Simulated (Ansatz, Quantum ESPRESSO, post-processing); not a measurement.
# Gate doping of 1T-PbF2, 1 layer, part 5 of 7

How rigid are the bands of 1T-PbF2, 1 layer under field-effect doping?

Quantum ESPRESSO 7.5; plane-wave DFT, LDA, GBRV ultrasoft pseudopotentials; geometry by Ansatz 0.2.0 with PAW datasets.

So far. Step 7 (Ground state: charge -0.0262 e against a gate): The run needed 14 iterations to bring the estimated error under 1e-07 Ry. Step 8 (Density by pp.x): The density integrates to 28.026 electrons, as the 28.03 of the input ask.

## Step 13: Electrostatic potential

plot_num = 11 writes the bare and Hartree potential. It leaves out exchange and correlation, which fade slowly, so it flattens close to the surface.

Contents of g2.pot.in:

```
&inputpp
  prefix = 'g2'
  outdir = './out'
  filplot = 'g2.pot.dat'
  plot_num = 11
/
```

Started as:

```bash
OMP_NUM_THREADS=1 mpirun -n 4 pp.x -in g2.pot.in > g2.pot.out
```

The job ended after 0.9 s (4 MPI ranks of Arm Neoverse V2, shared host; peak memory 0.12 GiB).

## Step 14: Band structure: charge 0.0262 e against a gate

Contents of g2.bands.in:

```
&control
  prefix = 'g2.bands'
  outdir = './out'
  pseudo_dir = './pseudo'
  calculation = 'bands'
  tefield = .true.
  dipfield = .true.
  gate = .true.
/
&system
  ibrav = 0
  nat = 3
  ntyp = 2
  ecutwfc = 40
  ecutrho = 200
  occupations = 'smearing'
  smearing = 'fd'
  degauss = 0.004
  edir = 3
  emaxpos = 0.226121
  eopreg = 0.01
  eamp = 0.0
  zgate = 0.238121
  block = .true.
  block_1 = 0.15601
  block_2 = 0.320232
  block_height = 2.0
  tot_charge = 0.0262
  nbnd = 20
/
&electrons
  conv_thr = 1e-07
  mixing_beta = 0.4
  electron_maxstep = 120
  mixing_mode = 'local-TF'
/
ATOMIC_SPECIES
  F   18.9984  f_lda_v1.4.uspp.F.UPF
  Pb  207.2000  pb_lda_v1.uspp.F.UPF
CELL_PARAMETERS angstrom
  3.98472797016254 -0.00000000000000 -0.00000000000000
  -1.99236398508127 3.45087564933116 -0.00000000000000
  -0.00000000000000 -0.00000000000000 24.35734462590000
ATOMIC_POSITIONS crystal
  F   0.666666666667 0.333333333333 0.459105251965
  Pb  0.000000000000 0.000000000000 0.500000074773
  F   0.333333333333 0.666666666667 0.540894673262
K_POINTS crystal_b
4
  0.0000000000 0.0000000000 0.0000000000 14
  0.5000000000 0.0000000000 0.0000000000 14
  0.3333333333 0.3333333333 0.0000000000 14
  0.0000000000 0.0000000000 0.0000000000 1
```

Started as:

```bash
cp -r out/g2.save out/g2.bands.save
cp out/g2.xml out/g2.bands.xml
OMP_NUM_THREADS=1 mpirun -n 4 pw.x -nk 4 -in g2.bands.in > g2.bands.out
```

Log:

```text
[banner, memory and clock lines left out]
Program PWSCF v.7.5 starts
[citation notice left out]

[...]
Message from routine setup:
[...]
bravais-lattice index     =            0
     lattice parameter (alat)  =       7.5300  a.u.
     unit-cell volume          =    2260.2399 (a.u.)^3
     number of atoms/cell      =            3
     number of atomic types    =            2
     number of electrons       =        27.97
     number of Kohn-Sham states=           20
     kinetic-energy cutoff     =      40.0000  Ry
     charge density cutoff     =     200.0000  Ry
     Exchange-correlation= SLA  PZ   NOGX NOGC
                           (   1   1   0   0   0   0   0)

[...]
PseudoPot. # 1 for F  read from file:
     ./pseudo/f_lda_v1.4.uspp.F.UPF
     Pseudo is Ultrasoft, Zval =  7.0
     Generated by new atomic code, or converted to UPF format
     Using radial grid of  799 points,  4 beta functions with:
                l(1) =   0
                l(2) =   0
                l(3) =   1
                l(4) =   1
     Q(r) pseudized with  8 coefficients,  rinner =    0.950   0.950   0.950

     PseudoPot. # 2 for Pb read from file:
     ./pseudo/pb_lda_v1.uspp.F.UPF
     Pseudo is Ultrasoft + core correction, Zval = 14.0
     Generated by new atomic code, or converted to UPF format
     Using radial grid of  899 points,  6 beta functions with:
                l(1) =   0
                l(2) =   0
                l(3) =   1
                l(4) =   1
                l(5) =   2
                l(6) =   2
     Q(r) pseudized with  6 coefficients,  rinner =    1.000   1.000   1.000
                                                       1.000   1.000

     atomic species   valence    mass     pseudopotential
     F                 7.00    18.99840     F ( 1.00)
     Pb               14.00   207.20000     Pb( 1.00)

      6 Sym. Ops. (no inversion) found

                                    s                        frac. trans.

      isym =  1     identity

 cryst.   s( 1) = (     1          0          0      )
                  (     0          1          0      )
                  (     0          0          1      )

 cart.    s( 1) = (  1.0000000  0.0000000  0.0000000 )
                  (  0.0000000  1.0000000  0.0000000 )
                  (  0.0000000  0.0000000  1.0000000 )

      isym =  2     120 deg rotation - cryst. axis [0,0,1]

 cryst.   s( 2) = (     0          1          0      )
                  (    -1         -1          0      )
                  (     0          0          1      )

 cart.    s( 2) = ( -0.5000000 -0.8660254  0.0000000 )
                  (  0.8660254 -0.5000000  0.0000000 )
                  (  0.0000000  0.0000000  1.0000000 )

      isym =  3     120 deg rotation - cryst. axis [0,0,-1]

 cryst.   s( 3) = (    -1         -1          0      )
                  (     1          0          0      )
                  (     0          0          1      )

 cart.    s( 3) = ( -0.5000000  0.8660254  0.0000000 )
                  ( -0.8660254 -0.5000000  0.0000000 )
                  (  0.0000000  0.0000000  1.0000000 )

      isym =  4     inv. 180 deg rotation - cart. axis [1,0,0]

 cryst.   s( 4) = (    -1          0          0      )
                  (     1          1          0      )
                  (     0          0          1      )

 cart.    s( 4) = ( -1.0000000  0.0000000  0.0000000 )
                  (  0.0000000  1.0000000  0.0000000 )
                  (  0.0000000  0.0000000  1.0000000 )

      isym =  5     inv. 180 deg rotation - cryst. axis [0,1,0]

 cryst.   s( 5) = (     1          1          0      )
                  (     0         -1          0      )
                  (     0          0          1      )

 cart.    s( 5) = (  0.5000000  0.8660254  0.0000000 )
                  (  0.8660254 -0.5000000  0.0000000 )
                  (  0.0000000  0.0000000  1.0000000 )

      isym =  6     inv. 180 deg rotation - cryst. axis [1,1,0]

 cryst.   s( 6) = (     0         -1          0      )
                  (    -1          0          0      )
                  (     0          0          1      )

 cart.    s( 6) = (  0.5000000 -0.8660254  0.0000000 )
                  ( -0.8660254 -0.5000000  0.0000000 )
                  (  0.0000000  0.0000000  1.0000000 )

[...]
number of k points=    43  Fermi-Dirac smearing, width (Ry)=  0.0040
[...]
Dense  grid:   107727 G-vectors     FFT dimensions: (  36,  36, 216)

     Smooth grid:    77213 G-vectors     FFT dimensions: (  32,  32, 192)

     Dynamical RAM for                 wfc:       2.95 MB

     Dynamical RAM for     wfc (w. buffer):       2.95 MB

     Dynamical RAM for           str. fact:       3.29 MB

     Dynamical RAM for           local pot:       0.00 MB

     Dynamical RAM for          nlocal pot:       5.01 MB

     Dynamical RAM for                qrad:       2.27 MB

     Dynamical RAM for          rho,v,vnew:      11.34 MB

     Dynamical RAM for           G-vectors:       6.75 MB

     Dynamical RAM for          h,s,v(r/c):       0.07 MB

     Dynamical RAM for          <psi|beta>:       0.01 MB

     Dynamical RAM for                 psi:       5.89 MB

     Dynamical RAM for                hpsi:       5.89 MB

     Dynamical RAM for                spsi:       5.89 MB

     Dynamical RAM for      wfcinit/wfcrot:       5.90 MB

     Dynamical RAM for           addusdens:      78.49 MB

     Adding charged plate to compensate the charge of the system - add_gatefield
     see PRB 89, 245406 (2014), works only for 2D systems perpendicular to z
                                i.e. 3rd lattice vector is (0,0,c)

        prefactor of the potential in [Ha a.u.]:     0.003352
               position of the gate within cell:     0.23812
         ion-gate + gate-gate contribution to the total energy:     1.664445
                         gate-gate contribution:     0.000674

        Adding potential to prevent charge spilling into region of the gate
        Potential is linearly increased and decreased within the first/last eopreg of block_size
        block_size =  0.16422 in units of unit cell length
        block_height =  2.00000 in Ry

     Check: negative core charge=   -0.000004

     The potential is recalculated from file :
     ./out/g2.bands.save/charge-density

     negative rho (up, down):  1.837E-02 0.000E+00

     Adding external electric field

     Computed dipole along edir(3) :
        Elec. dipole         -1.6542 Ry au,         -4.2045 Debye
        Ion. dipole          -1.6528 Ry au,         -4.2009 Debye
        Dipole                0.2539 Ry au,          0.6453 Debye
        Dipole field          0.0014 Ry au,

        Potential amp.       -0.1286 Ry
        Total length         45.5684 bohr

     Starting wfcs are   17 randomized atomic wfcs +    3 random wfcs

     Band Structure Calculation
     Davidson diagonalization with overlap

     Computing kpt #:     1  of    11 on this pool
     c_bands:  1 eigenvalues not converged

     Computing kpt #:     2  of    11 on this pool

     Computing kpt #:     3  of    11 on this pool

     Computing kpt #:     4  of    11 on this pool
     c_bands:  3 eigenvalues not converged

     Computing kpt #:     5  of    11 on this pool
     c_bands:  1 eigenvalues not converged

     Computing kpt #:     6  of    11 on this pool

     Computing kpt #:     7  of    11 on this pool
     c_bands:  3 eigenvalues not converged

     Computing kpt #:     8  of    11 on this pool
     c_bands:  3 eigenvalues not converged

     Computing kpt #:     9  of    11 on this pool
     c_bands:  3 eigenvalues not converged

     Computing kpt #:    10  of    11 on this pool
     c_bands:  3 eigenvalues not converged

     Computing kpt #:    11  of    11 on this pool
     c_bands:  3 eigenvalues not converged

     ethr =  3.57E-10,  avg # of iterations =113.8

     End of band structure calculation

          k = 0.0000 0.0000 0.0000 (  9699 PWs)   bands (ev):

   -26.1060 -25.7325 -20.3495 -20.3181 -20.3181 -20.2722 -20.2722 -11.3532
    -7.9710  -7.9710  -7.7802  -7.7802  -7.4280  -6.9821  -2.2089   1.3358
     1.7056   1.7115   1.7115   2.3638

          k = 0.0357 0.0206 0.0000 (  9673 PWs)   bands (ev):

   -26.1040 -25.7340 -20.3493 -20.3178 -20.3154 -20.2720 -20.2714 -11.3645
    -7.9936  -7.9905  -7.7754  -7.7637  -7.4206  -6.9671  -2.1900   1.3304
     1.6072   1.7183   1.7727   2.3945

[...]
```

It took 51 s on 4 MPI ranks; peak memory 0.41 GiB; 3.4 min of CPU time.

Numbers from this step:

```
valence top, on the run's zero       : -5.653 eV
conduction bottom, on the run's zero : -2.209 eV
gap by band count                    : 3.444 eV
```

Band numbers count within the set of bands kept for display. The electronic bands at the labelled points (eV, zero at the Fermi level; v1 is the highest filled band, c1 the lowest empty one):

```csv
point,v4,v3,v2,v1,c1,c2,c3
Γ,-2.21,-2.21,-1.86,-1.42,3.36,6.90,7.27
M,-2.03,-1.92,-1.77,-0.25,4.32,5.53,7.75
K,-2.57,-1.75,-1.70,-0.09,5.34,5.93,5.93
Γ,-2.21,-2.21,-1.86,-1.42,3.36,6.90,7.27
```

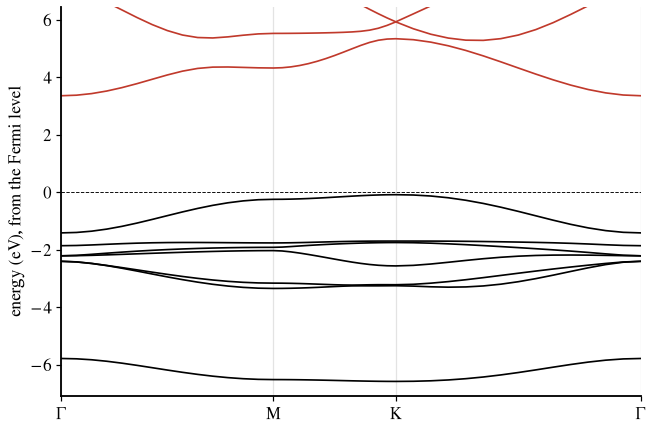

Electronic bands along the path; lines of filled and empty bands in two colours.

Along this path the valence top lies at K and the conduction bottom at Γ.

## Step 15: Induced charge

Table of planar mean by z:

```csv
z (Å),planar mean (e/Å³)
6,-1.2e-8
7,-4.8e-7
8,-5.2e-6
9,-5.1e-5
10,-4.7e-4
11,-9.3e-4
12,-1.5e-4
13,-5.3e-5
14,-2.0e-5
15,-2.0e-6
16,-1.2e-7
```

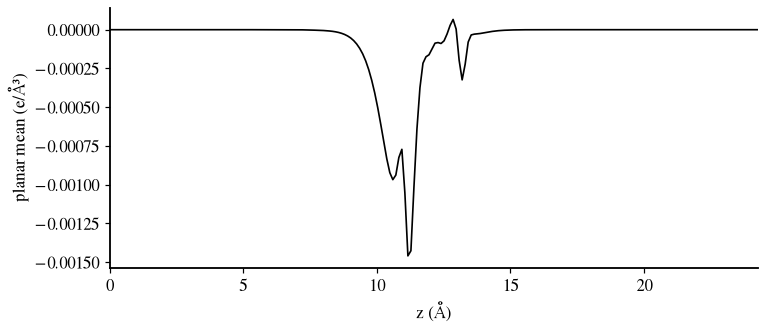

Planar mean, plotted against z.

Table of running integral, electrons below z by z:

```csv
z (Å),"running integral, electrons below z (e/Å²)"
7,-1.8e-7
8,-2.8e-6
9,-2.5e-5
10,-2.5e-4
11,-0.00107
12,-0.00175
13,-0.00180
14,-0.00190
15,-0.00190
16,-0.00191
17,-0.00191
18,-0.00191
19,-0.00191
20,-0.00191
21,-0.00191
22,-0.00191
23,-0.00191
24,-0.00191
```

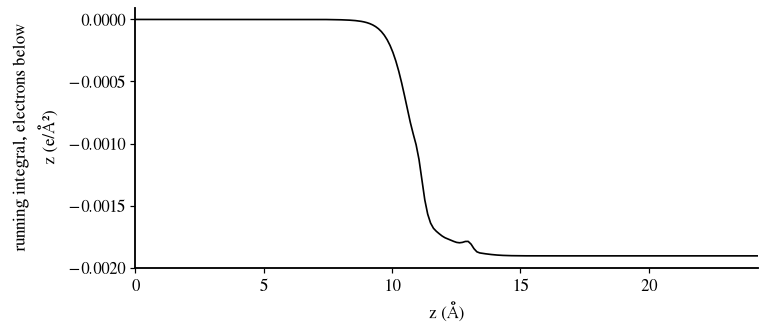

Running integral, electrons below z against z.

## Step 16: SCF with pw.x: charge -0.0655 e against a gate

Contents of g3.in:

```
&control
  prefix = 'g3'
  outdir = './out'
  pseudo_dir = './pseudo'
  calculation = 'scf'
  tprnfor = .true.
  tefield = .true.
  dipfield = .true.
  gate = .true.
/
&system
  ibrav = 0
  nat = 3
  ntyp = 2
  ecutwfc = 40
  ecutrho = 200
  occupations = 'smearing'
  smearing = 'fd'
  degauss = 0.004
  edir = 3
  emaxpos = 0.226121
  eopreg = 0.01
  eamp = 0.0
  zgate = 0.238121
  block = .true.
  block_1 = 0.15601
  block_2 = 0.320232
  block_height = 2.0
  tot_charge = -0.0655
  nbnd = 20
/
&electrons
  conv_thr = 1e-07
  mixing_beta = 0.4
  electron_maxstep = 120
  mixing_mode = 'local-TF'
  startingpot = 'file'
/
ATOMIC_SPECIES
  F   18.9984  f_lda_v1.4.uspp.F.UPF
  Pb  207.2000  pb_lda_v1.uspp.F.UPF
CELL_PARAMETERS angstrom
  3.98472797016254 -0.00000000000000 -0.00000000000000
  -1.99236398508127 3.45087564933116 -0.00000000000000
  -0.00000000000000 -0.00000000000000 24.35734462590000
ATOMIC_POSITIONS crystal
  F   0.666666666667 0.333333333333 0.459105251965
  Pb  0.000000000000 0.000000000000 0.500000074773
  F   0.333333333333 0.666666666667 0.540894673262
K_POINTS automatic
  12 12 1 0 0 0
```

Started as:

```bash
cp -r out/g2.save out/g3.save
OMP_NUM_THREADS=1 mpirun -n 4 pw.x -nk 4 -in g3.in > g3.out
```

Log:

```text
[banner, memory and clock lines left out]
Program PWSCF v.7.5 starts
[...]
Message from routine setup:
[...]
number of electrons       =        28.07
     number of Kohn-Sham states=           20
     kinetic-energy cutoff     =      40.0000  Ry
     charge density cutoff     =     200.0000  Ry
[...]
number of k points=    19  Fermi-Dirac smearing, width (Ry)=  0.0040
[...]
Dense  grid:   107727 G-vectors     FFT dimensions: (  36,  36, 216)
[...]
The initial density is read from file :
[...]
negative rho (up, down):  1.843E-02 0.000E+00
[...]
Starting wfcs are   17 randomized atomic wfcs +    3 random wfcs
[...]
negative rho (up, down):  2.021E-02 0.000E+00
[...]
estimated scf accuracy    <       0.03993994 Ry
[...]
negative rho (up, down):  2.450E-02 0.000E+00
[...]
estimated scf accuracy    <       0.01848959 Ry
[...]
negative rho (up, down):  2.760E-02 0.000E+00
[...]
estimated scf accuracy    <       0.00427927 Ry
[...]
negative rho (up, down):  2.679E-02 0.000E+00
[...]
estimated scf accuracy    <       0.00088179 Ry
[...]
negative rho (up, down):  2.540E-02 0.000E+00
[...]
estimated scf accuracy    <       0.00030507 Ry
[...]
negative rho (up, down):  2.258E-02 0.000E+00
[...]
estimated scf accuracy    <       0.00019221 Ry
[...]
negative rho (up, down):  2.093E-02 0.000E+00
[...]
estimated scf accuracy    <       0.00013323 Ry
[...]
negative rho (up, down):  1.992E-02 0.000E+00
[...]
estimated scf accuracy    <       0.00009449 Ry
[...]
negative rho (up, down):  1.941E-02 0.000E+00
[...]
estimated scf accuracy    <       0.00003655 Ry
[...]
negative rho (up, down):  1.916E-02 0.000E+00
[...]
estimated scf accuracy    <       0.00001526 Ry
[...]
negative rho (up, down):  1.870E-02 0.000E+00
[...]
estimated scf accuracy    <       0.00001051 Ry
[...]
negative rho (up, down):  1.856E-02 0.000E+00
[...]
estimated scf accuracy    <       0.00000203 Ry
[...]
negative rho (up, down):  1.832E-02 0.000E+00
[...]
estimated scf accuracy    <       0.00000125 Ry
[...]
negative rho (up, down):  1.822E-02 0.000E+00
[...]
estimated scf accuracy    <       0.00000061 Ry
[...]
negative rho (up, down):  1.819E-02 0.000E+00
[...]
estimated scf accuracy    <       0.00000024 Ry
[...]
negative rho (up, down):  1.817E-02 0.000E+00
[...]
Total length         45.5684 bohr
[...]
estimated scf accuracy    <       0.00000021 Ry
[...]
negative rho (up, down):  1.816E-02 0.000E+00
[...]
Computed dipole along edir(3) :
[...]
Dipole               -0.6222 Ry au,         -1.5815 Debye
        Dipole field         -0.0035 Ry au,
        Potential amp.        0.3153 Ry
        Total length         45.5684 bohr
[...]
the Fermi energy is    -1.7482 ev
!    total energy              =    -264.88856149 Ry
     estimated scf accuracy    <       0.00000002 Ry
     smearing contrib. (-TS)   =      -0.00032164 Ry
     internal energy E=F+TS    =    -264.88823984 Ry
[...]
one-electron contribution =   -1278.70936605 Ry
     hartree contribution      =     649.34979126 Ry
     xc contribution           =     -81.32550518 Ry
     ewald contribution        =     449.94400905 Ry
     electric field correction =       0.00215254 Ry
     gate field correction     =      -4.14932146 Ry
     convergence has been achieved in  17 iterations
     negative rho (up, down):  1.816E-02 0.000E+00
[...]
Total force =     0.022306     Total SCF correction =     0.000156
[...]
```

The job ended after 34 s (4 MPI ranks; peak memory 0.69 GiB).

This step gave:

- Fermi energy: -1.748 eV

## Step 17: Valence density

Contents of g3.rho.in:

```
&inputpp
  prefix = 'g3'
  outdir = './out'
  filplot = 'g3.rho.dat'
  plot_num = 0
/
```

Started as:

```bash
OMP_NUM_THREADS=1 mpirun -n 4 pp.x -in g3.rho.in > g3.rho.out
```

Run time: 0.91 s. Hardware: 4 MPI ranks; peak memory 0.12 GiB.

Numbers from this step:

| Property | Result |
| --- | --- |
| electrons by integration | 28.07 e |

## Step 18: Electrostatic potential

Contents of g3.pot.in:

```
&inputpp
  prefix = 'g3'
  outdir = './out'
  filplot = 'g3.pot.dat'
  plot_num = 11
/
```

Started as:

```bash
OMP_NUM_THREADS=1 mpirun -n 4 pp.x -in g3.pot.in > g3.pot.out
```

Wall time 0.91 s (4 MPI ranks); peak memory 0.12 GiB; 3.3 s of CPU time.

Each curve counts from the Fermi level of its own run.

The runs together. Table of potential energy by z:

```csv
z (Å),1.9×10¹³ electrons per cm² (eV),1.9×10¹³ holes per cm² (eV),4.8×10¹³ electrons per cm² (eV)
0,4.10,7.28,4.18
2,4.10,7.28,4.18
4,25.6,28.8,25.7
6,29.6,36.2,27.2
8,3.09,8.29,1.74
10,3.56,7.42,3.18
12,-11.7,-8.38,-11.7
14,3.35,6.55,3.41
16,4.10,7.28,4.17
18,4.10,7.28,4.18
20,4.10,7.28,4.18
22,4.10,7.28,4.18
24,4.10,7.28,4.18
```

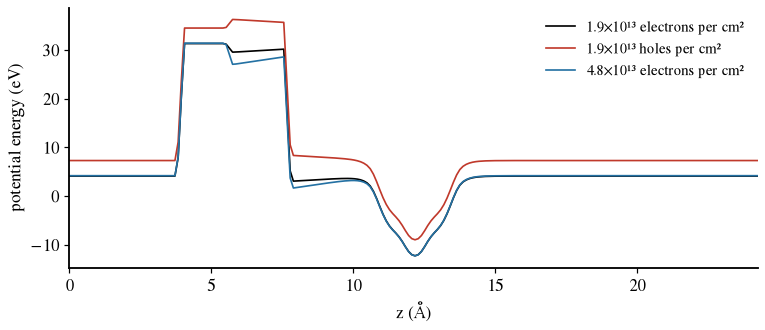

Potential energy against z.

[end of part 5 of 7]

[Logs are printed without paths, hosts, clocks, repeated set-up lines and the standing remarks that a program may print on its own settings, such as how far it seeks lower states.]

[Hosts, paths, dates, database ids (printed as entryN), source tags and the programs' standing remarks are cut or masked in the printed files.]

[Maps of the electrostatic potential energy from Ansatz leave out the sawtooth potential of an applied field or a dipole correction, so their vacuum need not be flat; planar profiles and work functions include it.]
